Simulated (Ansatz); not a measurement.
B$_{2}$H$_{4}$Si

Input

```
crystal:
  periodic: [false, false, false]
  atoms:
    - {symbol: B, position_ang: [-0.746910, -0.418694, 3.342185]}
    - {symbol: B, position_ang: [0.180398, 0.331205, 1.085720]}
    - {symbol: Si, position_ang: [-0.827930, -1.219584, 1.599393]}
    - {symbol: H, position_ang: [-1.625381, 0.300378, 3.724500]}
    - {symbol: H, position_ang: [0.126411, -0.711942, 4.107889]}
    - {symbol: H, position_ang: [-0.374840, 1.311765, 0.679219]}
    - {symbol: H, position_ang: [1.377707, 0.300793, 1.063124]}
basis:
  gaussian:
    orbitals: def2-TZVPD
hamiltonian:
  xc: {name: PBE0}
output: {forces: true, orbitals: {seedname: orbitals}}
```

Launched as:

```sh
ansatz run input.yaml --threads 2 --pin off --max-ram 4350MiB --events-out events.jsonl --progress --plain --runs-dir runs
```

Geometry: PBE0-D4/def2-TZVP.

Method: Ansatz 0.2.0, isolated molecule in a Gaussian basis; Kohn-Sham density functional theory, functional PBE0.

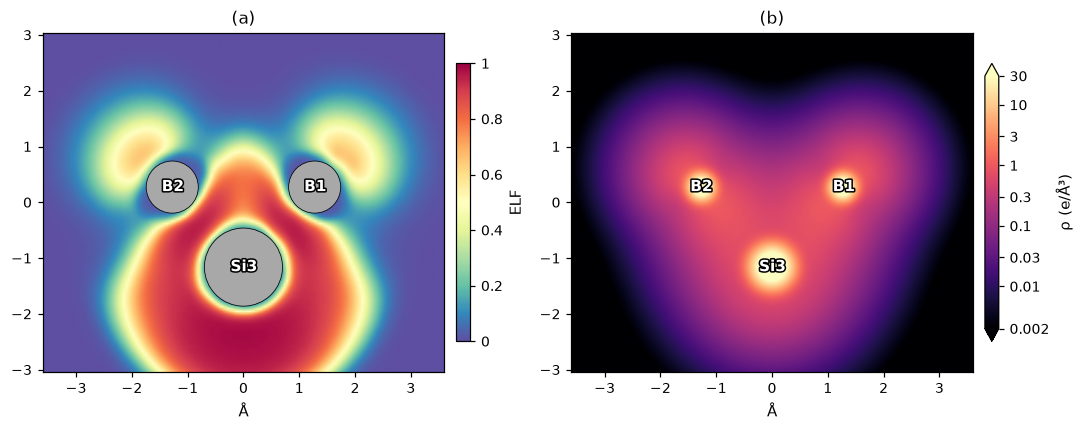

Figure 1. (a) ELF; (b) total electron density on the plane of atoms B1, Si3 and B2. Grey discs cover the atomic cores in the ELF map.

**Interpret the plot.**

The plane passes through B and Si nuclei. Si–B (1.92 Å): ρ is about 0.83 e/Å³ halfway; the ELF peaks at about 0.95 between the atoms: localised, covalent bonding. The ELF also peaks beside Si3, away from the bonds: lone-pair regions.

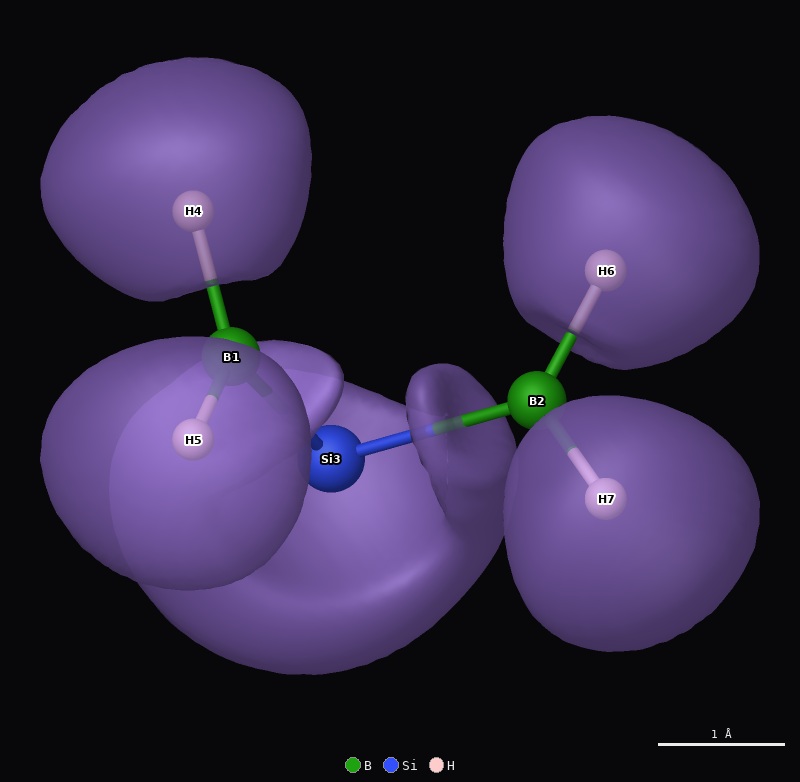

Figure 2. Isosurface of the electron localisation function at 0.85 (purple), seen at a tilt. Only the valence region is drawn (cores and ρ < 0.01 e/Å³ removed).

**Describe the localisation domains.**

At this value the surface marks out four regions around hydrogen nuclei and one region on Si in which the atom's valence shell and bonds are merged.


 B–H (1.20 Å): the ELF climbs to about 1 towards the hydrogen, as it does in any bond to H (a covalent bond by its length).

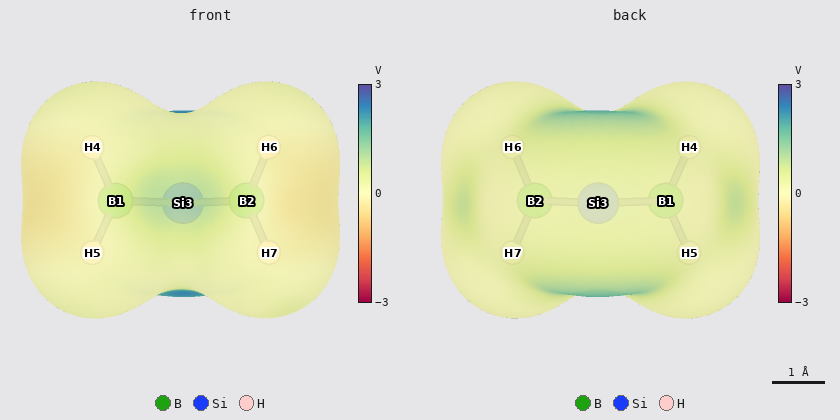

Figure 3. The molecular electrostatic potential painted on the density surface at 0.002 e/bohr³, seen from the front and from behind; red is negative and blue positive.

**Which sites attract a positive test charge, and which a negative one?**

A positive charge is drawn to the negative regions and a negative charge to the positive ones. The most negative region (about −0.4 V, or −9 kcal/mol for a unit charge) lies over H7, the most positive (about +2.3 V, or +53 kcal/mol for a unit charge) over Si3.

**How polar is the molecule by this calculation?**

Its dipole moment is 0.60 D.
